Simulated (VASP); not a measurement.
# Cu2P2O7: structure and properties in VASP, part 3 of 8

What structure does Cu2P2O7 take at this level, and what are its properties? The start is a cell from a database of measured crystal structures.

VASP 6.6.1; r2SCAN, no spin polarisation; plane waves and PAW (Cu, P, O).

Still holding for the runs below: This run has no spin polarisation, although Cu can carry a moment. Oxides and halides of Cu are often magnetic insulators, and a metal at this level, without U or exact exchange, may be an artefact.

So far. Step 2 (Full relaxation (r2SCAN)): It ends with a largest force of 0.009 eV/Å and a pressure of 0.05 GPa. The volume lies +1.2 % from that of the database's start. Step 3 (Second relaxation): It ends with a largest force of 0.008 eV/Å and a pressure of 0.09 GPa. The volume moved by under 0.01 %: the run met its threshold at the first step.

## Step 4: Density, ELF and potential (r2SCAN)

A single point on the relaxed cell gives a clean self-consistent state, with density, ELF and potential written out.

INCAR reads:

```
SYSTEM = Cu2P2O7
PREC = Accurate
ENCUT = 520
EDIFF = 1E-06
NELM = 100
ISMEAR = 0
SIGMA = 0.05
LREAL = Auto
ALGO = Normal
METAGGA = R2SCAN
LASPH = .TRUE.
NBANDS = 96
LORBIT = 11
LWAVE = .FALSE.
LCHARG = .TRUE.
ISIF = 2
LELF = .TRUE.
LVHAR = .TRUE.
```

POSCAR reads:

```
Cu2P2O7
1.0
    3.4913944820     -4.0813054081     -0.0141363625
    3.4913944820      4.0813054081     -0.0141363625
   -3.1517220179      0.0000000000      8.5833480399
Cu P O
4 4 14
Direct
    0.6712906141      0.2917283905      0.5063433623
    0.7082716095      0.3287093859      0.9936566377
    0.3287093859      0.7082716095      0.4936566377
    0.2917283905      0.6712906141      0.0063433623
    0.1880462677      0.2037321383      0.2063922874
    0.7962678617      0.8119537323      0.2936077126
    0.8119537323      0.7962678617      0.7936077126
    0.2037321383      0.1880462677      0.7063922874
    0.9562208142      0.0437791858      0.2500000000
    0.0437791858      0.9562208142      0.7500000000
    0.3755296091      0.3759302202      0.3643866318
    0.6240697798      0.6244703909      0.1356133682
    0.6244703909      0.6240697798      0.6356133682
    0.3759302202      0.3755296091      0.8643866318
    0.0644153125      0.3759803735      0.1141831193
    0.6240196265      0.9355846875      0.3858168807
    0.9355846875      0.6240196265      0.8858168807
    0.3759803735      0.0644153125      0.6141831193
    0.3272913489      0.0266013310      0.1190189529
    0.9733986690      0.6727086511      0.3809810471
    0.6727086511      0.9733986690      0.8809810471
    0.0266013310      0.3272913489      0.6190189529
```

KPOINTS reads:

```
Automatic mesh
0
Gamma
5 5 3
0 0 0
```

Potentials, in the order of the species: Cu, P and O (PBE family, release 64).

The run is started by

```bash
> mpirun -np 8 vasp_std
```

The log of the run:

```text
[banner, memory and clock lines left out]
running    8 mpi-ranks, on    1 nodes
 distrk:  each k-point on    8 cores,    1 groups
 distr:  one band on    1 cores,    8 groups

 POSCAR found type information on POSCAR CuP O
 POSCAR found :  3 types and      22 ions
 [... a notice as in an earlier step ...]

 [... a notice as in an earlier step ...]

 LDA part: xc-table for (None), standard interpolation
 POSCAR, INCAR and KPOINTS ok, starting setup
 FFT: planning ... GRIDC
 FFT: planning ... GRID_SOFT
 FFT: planning ... GRID
 WAVECAR not read
 entering main loop
       N       E                     dE             d eps       ncg     rms          rms(c)
DAV:   1     0.213138428906E+04    0.21314E+04   -0.66581E+04  4656   0.191E+03
DAV:   2     0.177520898990E+03   -0.19539E+04   -0.17640E+04  5048   0.557E+02
DAV:   3    -0.229549397971E+03   -0.40707E+03   -0.39000E+03  5376   0.260E+02
DAV:   4    -0.267384785674E+03   -0.37835E+02   -0.37027E+02  7224   0.855E+01
DAV:   5    -0.268453109670E+03   -0.10683E+01   -0.10602E+01  7496   0.171E+01    0.521E+01
DAV:   6    -0.205586084360E+03    0.62867E+02   -0.15109E+02  7600   0.111E+02    0.307E+01
DAV:   7    -0.201311090275E+03    0.42750E+01   -0.42950E+01  6304   0.159E+02    0.146E+01
DAV:   8    -0.201452704800E+03   -0.14161E+00   -0.80126E+00  8200   0.238E+01    0.362E+00
DAV:   9    -0.201531574420E+03   -0.78870E-01   -0.10878E+00  7848   0.118E+01    0.173E+00
DAV:  10    -0.201528787740E+03    0.27867E-02   -0.21519E-01  7528   0.741E+00    0.779E-01
DAV:  11    -0.201537530987E+03   -0.87432E-02   -0.34270E-02  7040   0.164E+00    0.358E-01
DAV:  12    -0.201537305107E+03    0.22588E-03   -0.74002E-03  7384   0.683E-01    0.201E-01
DAV:  13    -0.201537477918E+03   -0.17281E-03   -0.59362E-04  6760   0.123E-01    0.594E-02
DAV:  14    -0.201537449599E+03    0.28319E-04   -0.99948E-05  7352   0.816E-02    0.244E-02
DAV:  15    -0.201537441362E+03    0.82369E-05   -0.39553E-05  6088   0.296E-02    0.125E-02
DAV:  16    -0.201537440686E+03    0.67637E-06   -0.67507E-06  5824   0.147E-02
   1 F= -.20153744E+03 E0= -.20152556E+03  d E =-.237643E-01
```

It took 3.4 min on 8 MPI ranks of Intel Xeon 6975P-C (Granite Rapids), shared host; peak memory 1.6 GiB.

From OUTCAR (step 4):

```text
 Found     24 irreducible k-points:

   NELECT =     148.0000    total number of electrons

 E-fermi :   3.5460

  Total        0.1561775      0.1697245      0.0655118      0.0000000      0.0000000      0.0382515
  in kB        1.0244494      1.1133110      0.4297260      0.0000000      0.0000000      0.2509114
  external PRESSURE =       0.8558288 kB  Pullay stress =       0.0000000 kB

 POSITION                                       TOTAL-FORCE (eV/Angst)
 -----------------------------------------------------------------------------------
      1.76643     -1.54911      4.33251        -0.004746      0.001642     -0.000481
      0.48878     -1.54911      8.51424         0.004746      0.001642      0.000481
      2.06464      1.54911      4.22257         0.004746     -0.001642      0.000481
      3.34229      1.54911      0.04083        -0.004746     -0.001642     -0.000481
      0.71736      0.06402      1.76600         0.001490     -0.002131      0.002458
      4.68957      0.06402      2.49740        -0.001490     -0.002131     -0.002458
      3.11371     -0.06402      6.78908        -0.001490      0.002131     -0.002458
     -0.85850     -0.06402      6.05767         0.001490      0.002131      0.002458
      2.70346     -3.72395      2.13170        -0.000000      0.006263     -0.000000
      1.12760      3.72395      6.42337        -0.000000     -0.006263     -0.000000
      1.47520      0.00164      3.11703        -0.002824      0.001727     -0.003122
      3.93173      0.00164      1.14637         0.002824      0.001727      0.003122
      2.35587     -0.00164      5.43804         0.002824     -0.001727      0.003122
     -0.10066     -0.00164      7.40871        -0.002824     -0.001727     -0.003122
      1.17772      1.27159      0.97385        -0.000406      0.001493      0.001731
      4.22921      1.27159      3.28955         0.000406      0.001493     -0.001731
      2.65335     -1.27159      7.58123         0.000406     -0.001493     -0.001731
     -0.39814     -1.27159      5.26552        -0.000406     -0.001493      0.001731
      0.86046     -1.22721      1.01658        -0.007435      0.001262      0.003697
      4.54646     -1.22721      3.24682         0.007435      0.001262     -0.003697
      2.97060      1.22721      7.53850         0.007435     -0.001262     -0.003697
     -0.71540      1.22721      5.30825        -0.007435     -0.001262      0.003697
 -----------------------------------------------------------------------------------
    total drift:                               -0.000000      0.000000      0.000000

  FREE ENERGIE OF THE ION-ELECTRON SYSTEM (eV)
  ---------------------------------------------------
  free  energy   TOTEN  =      -201.5374406858 eV

  energy  without entropy=     -201.5136763747  energy(sigma->0) =     -201.52555853

[... 17 parts as in an earlier step ...]
```

Numbers from this step:

```yaml
scf_cycles: 16
```

Valence electrons inside each PAW sphere by angular momentum. Sphere charges, by row:

```
atom  s (e)  p (e)  d (e)  tot (e)
 Cu1  0.313  0.359  9.131    9.804
 Cu2  0.313  0.359  9.131    9.804
 Cu3  0.313  0.359  9.131    9.804
 Cu4  0.313  0.359  9.131    9.804
  P5  0.896  1.503      0    2.399
  P6  0.896  1.503      0    2.399
  P7  0.896  1.503      0    2.399
  P8  0.896  1.503      0    2.399
  O9  1.555  3.761      0    5.316
 O10  1.555  3.761      0    5.316
 O11  1.574  3.595      0    5.169
 O12  1.574  3.595      0    5.169
 O13  1.574  3.595      0    5.169
 O14  1.574  3.595      0    5.169
 O15  1.573  3.617      0     5.19
 O16  1.573  3.617      0     5.19
 O17  1.573  3.617      0     5.19
 O18  1.573  3.617      0     5.19
 O19  1.571  3.624      0    5.195
 O20  1.571  3.624      0    5.195
 O21  1.571  3.624      0    5.195
 O22  1.571  3.624      0    5.195
```

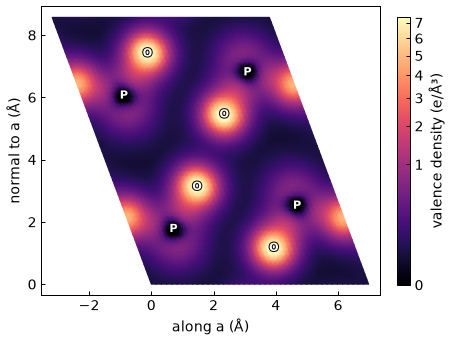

Valence density in the ac plane of the conventional cell at fractional y = 0.000, with atoms of P and O within 0.2 Å of it. It is the smooth field of the valence electrons, not physical close to the nuclei. The colour scale is stretched toward low values.

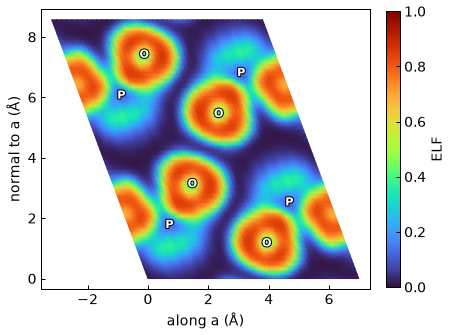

ELF in the ac plane of the conventional cell at fractional y = 0.000, with atoms of P and O within 0.2 Å of it. It is the smooth field of the valence electrons, not physical close to the nuclei.

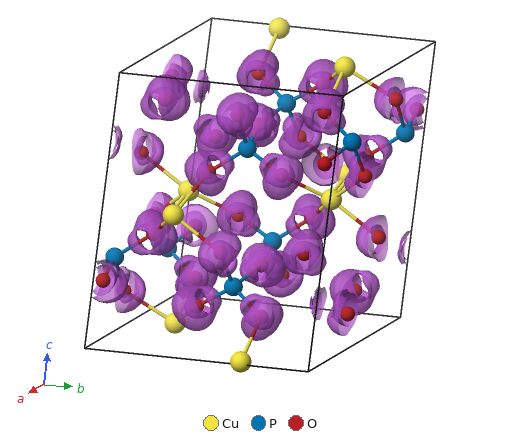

Surface of ELF = 0.79. Bonds to atoms that aren't drawn are left out.

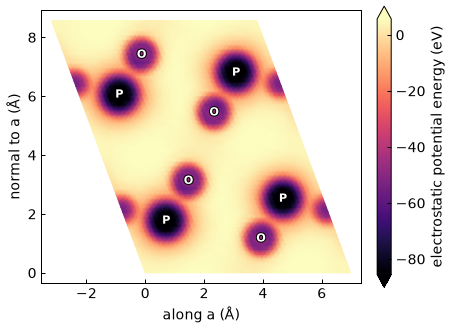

Electrostatic potential energy in the ac plane of the conventional cell at fractional y = 0.000, with atoms of P and O within 0.2 Å of it. With pseudopotentials it is smooth inside the atoms' cores, unlike the true potential.

In this run the pressure is 0.09 GPa, small enough to go on.

## Step 5: Band structure (r2SCAN)

Levels along the symmetry lines show where the bands peak and cross; KPOINTS_OPT computes them in the converged potential.

INCAR reads:

```
SYSTEM = Cu2P2O7
PREC = Accurate
ENCUT = 520
EDIFF = 1E-06
NELM = 100
ISMEAR = 0
SIGMA = 0.05
LREAL = Auto
ALGO = Normal
METAGGA = R2SCAN
LASPH = .TRUE.
NBANDS = 122
LORBIT = 11
LWAVE = .FALSE.
LCHARG = .FALSE.
KPAR = 8
```

POSCAR is that of step 4.

KPOINTS is that of step 4.

KPOINTS_OPT reads:

```
Line mode
12
Line-mode
Reciprocal
  0.00000000   0.00000000   0.00000000 GAMMA
 -0.43295605  -0.43295605   0.16697494 Y

 -0.43295605  -0.43295605   0.16697494 Y
 -0.47412830  -0.47412830   0.47638818 F

 -0.47412830  -0.47412830   0.47638818 F
 -0.39178380  -0.39178380   0.85756170 H

 -0.39178380  -0.39178380   0.85756170 H
  0.00000000   0.00000000   0.50000000 Z

  0.00000000   0.00000000   0.50000000 Z
 -0.50000000   0.50000000   0.50000000 I

 -0.50000000   0.50000000   0.50000000 I
 -0.52587170   0.47412830   0.52361182 F1

 -0.60821620   0.39178380   0.14243830 H1
 -0.56704395   0.43295605  -0.16697494 Y1

 -0.56704395   0.43295605  -0.16697494 Y1
 -0.50000000   0.50000000   0.00000000 X

 -0.50000000   0.50000000   0.00000000 X
  0.00000000   0.00000000   0.00000000 GAMMA

  0.00000000   0.00000000   0.00000000 GAMMA
 -0.50000000   0.00000000   0.00000000 N

 -0.50000000   0.00000000   0.50000000 M
  0.00000000   0.00000000   0.00000000 GAMMA
```

The run is started by

```bash
> mpirun -np 8 vasp_std
```

The log of the run:

```text
[... set-up lines as in an earlier step ...]
 entering main loop
       N       E                     dE             d eps       ncg     rms          rms(c)
DAV:   1     0.195723967527E+04    0.19572E+04   -0.62310E+04  6200   0.151E+03
DAV:   2     0.126739917578E+03   -0.18305E+04   -0.15571E+04  6408   0.448E+02
DAV:   3    -0.240281332117E+03   -0.36702E+03   -0.34148E+03  6384   0.197E+02
DAV:   4    -0.267479049345E+03   -0.27198E+02   -0.26136E+02  8088   0.605E+01
DAV:   5    -0.268450237980E+03   -0.97119E+00   -0.96762E+00  8688   0.117E+01    0.523E+01
DAV:   6    -0.205740363406E+03    0.62710E+02   -0.10101E+02  9248   0.873E+01    0.307E+01
DAV:   7    -0.201676699206E+03    0.40637E+01   -0.38550E+01  7920   0.128E+02    0.147E+01
DAV:   8    -0.201423951180E+03    0.25275E+00   -0.58047E+00 10288   0.202E+01    0.351E+00
DAV:   9    -0.201525066540E+03   -0.10112E+00   -0.86233E-01  9344   0.644E+00    0.152E+00
DAV:  10    -0.201531580541E+03   -0.65140E-02   -0.10614E-01  8752   0.475E+00    0.681E-01
DAV:  11    -0.201536896254E+03   -0.53157E-02   -0.21203E-02  8872   0.180E+00    0.339E-01
DAV:  12    -0.201537366409E+03   -0.47016E-03   -0.59580E-03  9336   0.612E-01    0.214E-01
DAV:  13    -0.201537476693E+03   -0.11028E-03   -0.68538E-04  8784   0.174E-01    0.493E-02
DAV:  14    -0.201537449531E+03    0.27162E-04   -0.18523E-04  8152   0.691E-02    0.331E-02
DAV:  15    -0.201537441536E+03    0.79947E-05   -0.30725E-05  7776   0.219E-02    0.166E-02
DAV:  16    -0.201537439918E+03    0.16178E-05   -0.25608E-06  6696   0.147E-02    0.349E-03
DAV:  17    -0.201537440289E+03   -0.37092E-06   -0.18920E-06  4384   0.623E-03
   1 F= -.20153744E+03 E0= -.20152556E+03  d E =-.237668E-01
 Start KPOINTS_OPT (optional k-point list driver)
k-point batch [1-24\132]
       N       E                     dE             ncg
DAV:   1     0.375911750123E+05   -0.33579E+05     6424
DAV:   2    -0.435463589062E+04   -0.41946E+05     6296
DAV:   3    -0.133681496205E+05   -0.90135E+04     6350
DAV:   4    -0.140629300087E+05   -0.69478E+03     7720
DAV:   5    -0.140858956807E+05   -0.22966E+02     7560
DAV:   6    -0.140869848197E+05   -0.10891E+01     7632
DAV:   7    -0.140870620154E+05   -0.77196E-01     8456
DAV:   8    -0.140870637113E+05   -0.16959E-02     8408
DAV:   9    -0.140870637634E+05   -0.52096E-04     6832
DAV:  10    -0.140870637639E+05   -0.44951E-06     4984
[...]
k-point batch [121-132\132]
       N       E                     dE             ncg
DAV:   1     0.364616748974E+05    0.10827E+04     3272
DAV:   2     0.154972741212E+05   -0.20964E+05     3168
DAV:   3     0.109298957243E+05   -0.45674E+04     3206
DAV:   4     0.105729520514E+05   -0.35694E+03     3888
DAV:   5     0.105612018645E+05   -0.11750E+02     3808
DAV:   6     0.105606754230E+05   -0.52644E+00     3776
DAV:   7     0.105606386890E+05   -0.36734E-01     4328
DAV:   8     0.105606380347E+05   -0.65431E-03     4016
DAV:   9     0.105606380105E+05   -0.24239E-04     3336
DAV:  10     0.105606380103E+05   -0.22468E-06     2432
```

The job ended after 16 min (8 MPI ranks; peak memory 8 GiB; 1.7 h of CPU time).

Parts of OUTCAR (step 5):

```text
   k-points           NKPTS =     24   k-points in BZ     NKDIM =     24   number of bands    NBANDS=    122

   NELECT =     148.0000    total number of electrons

 E-fermi :   3.5463

 k-point     1 :       0.0000    0.0000    0.0000
  band No.  band energies     occupation
    ...
     70       2.5208      2.00000
     71       2.5251      2.00000
     72       2.7504      2.00000
     73       2.7557      2.00000
     74       3.5656      0.58408
     75       3.6260      0.02419
     76       4.1846      0.00000
     77       7.7340      0.00000
     78      10.0277      0.00000
     79      10.4795      0.00000
    ...

  Total        0.0779943      0.0964707     -0.0116940      0.0000000      0.0000000      0.0391707
  in kB        0.5116054      0.6328013     -0.0767072      0.0000000      0.0000000      0.2569413
  external PRESSURE =       0.3558998 kB  Pullay stress =       0.0000000 kB

 POSITION                                       TOTAL-FORCE (eV/Angst)
 -----------------------------------------------------------------------------------
      1.76643     -1.54911      4.33251        -0.004853      0.001566     -0.000413
      0.48878     -1.54911      8.51424         0.004853      0.001566      0.000413
      2.06464      1.54911      4.22257         0.004853     -0.001566      0.000413
      3.34229      1.54911      0.04083        -0.004853     -0.001566     -0.000413
      0.71736      0.06402      1.76600         0.001428     -0.002034      0.002698
      4.68957      0.06402      2.49740        -0.001428     -0.002034     -0.002698
      3.11371     -0.06402      6.78908        -0.001428      0.002034     -0.002698
     -0.85850     -0.06402      6.05767         0.001428      0.002034      0.002698
      2.70346     -3.72395      2.13170         0.000000      0.006404     -0.000000
      1.12760      3.72395      6.42337         0.000000     -0.006404     -0.000000
      1.47520      0.00164      3.11703        -0.002664      0.001760     -0.002500
      3.93173      0.00164      1.14637         0.002664      0.001760      0.002500
      2.35587     -0.00164      5.43804         0.002664     -0.001760      0.002500
     -0.10066     -0.00164      7.40871        -0.002664     -0.001760     -0.002500
      1.17772      1.27159      0.97385        -0.000047      0.001885      0.001337
      4.22921      1.27159      3.28955         0.000047      0.001885     -0.001337
      2.65335     -1.27159      7.58123         0.000047     -0.001885     -0.001337
     -0.39814     -1.27159      5.26552        -0.000047     -0.001885      0.001337
      0.86046     -1.22721      1.01658        -0.007254      0.001040      0.003499
      4.54646     -1.22721      3.24682         0.007254      0.001040     -0.003499
      2.97060      1.22721      7.53850         0.007254     -0.001040     -0.003499
     -0.71540      1.22721      5.30825        -0.007254     -0.001040      0.003499
 -----------------------------------------------------------------------------------
    total drift:                               -0.000000      0.000000      0.000000

  FREE ENERGIE OF THE ION-ELECTRON SYSTEM (eV)
  ---------------------------------------------------
  free  energy   TOTEN  =      -201.5374402893 eV

  energy  without entropy=     -201.5136734494  energy(sigma->0) =     -201.52555687

[... 8 parts as in an earlier step ...]

[... 8 further parts left out ...]
```

This step gave:

```yaml
scf_cycles: 17
bands: 122
pressure: 0.03559 GPa
```

The electronic bands at the labelled points (eV, zero at the Fermi level; # counts the bands kept, so #1 is VASP's band 18):

| point | #54 | #55 | #56 | #57 | #58 | #59 | #60 | #61 |
| --- | --- | --- | --- | --- | --- | --- | --- | --- |
| Γ | -1.02 | -0.80 | -0.79 | 0.02 | 0.08 | 0.64 | 4.19 | 6.48 |
| Y | -0.71 | -0.69 | -0.55 | -0.09 | 0.04 | 0.41 | 6.67 | 6.72 |
| F | -0.70 | -0.66 | -0.37 | -0.30 | 0.20 | 0.24 | 6.48 | 6.60 |
| H | -0.81 | -0.69 | -0.65 | -0.05 | 0.09 | 0.52 | 6.42 | 6.88 |
| Z | -0.92 | -0.92 | -0.36 | -0.36 | 0.33 | 0.33 | 5.11 | 5.11 |
| I | -0.68 | -0.68 | -0.34 | -0.34 | 0.22 | 0.22 | 6.54 | 6.54 |
| F1 | -0.70 | -0.66 | -0.37 | -0.30 | 0.20 | 0.24 | 6.48 | 6.60 |
| jump to H1 | -0.81 | -0.69 | -0.65 | -0.05 | 0.09 | 0.52 | 6.42 | 6.88 |
| Y1 | -0.71 | -0.69 | -0.55 | -0.09 | 0.04 | 0.41 | 6.67 | 6.72 |
| X | -0.80 | -0.67 | -0.59 | -0.07 | 0.10 | 0.51 | 6.73 | 6.80 |
| Γ | -1.02 | -0.80 | -0.79 | 0.02 | 0.08 | 0.64 | 4.19 | 6.48 |
| N | -0.94 | -0.77 | -0.16 | -0.09 | 0.00 | 0.05 | 6.41 | 6.54 |
| jump to M | -0.92 | -0.91 | -0.08 | -0.07 | 0.03 | 0.07 | 6.29 | 6.43 |
| Γ | -1.02 | -0.80 | -0.79 | 0.02 | 0.08 | 0.64 | 4.19 | 6.48 |

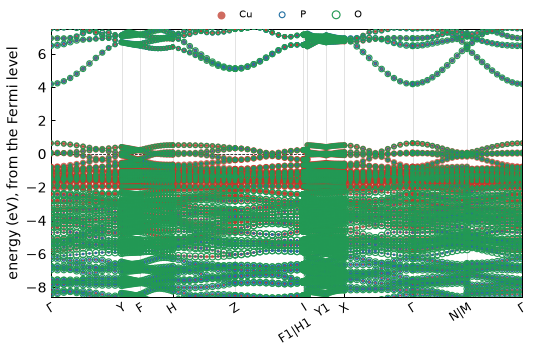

Electronic bands along the path; dots are coloured as in the legend, and their area grows with the weight.

There is no gap at this level.

Of the bands kept, 2 cross the Fermi level on this path.

(Continued in part 4 of 8.)

[Lines on the potential files, build, host, timing and source positions are cut from VASP's logs without a mark.]

[Logs are printed without paths, hosts, clocks, repeated set-up lines and the standing remarks that a program may print on its own settings, such as how far it seeks lower states.]

[Hosts, paths, dates, database ids (printed as entryN), source tags and the programs' standing remarks are cut or masked in the printed files.]

[A measured line is paired with the nearest computed mode of its activity, which favours agreement.]

[In band tables of VASP the shares of atoms and orbitals are scaled to a sum of 1 inside the atoms' spheres.]
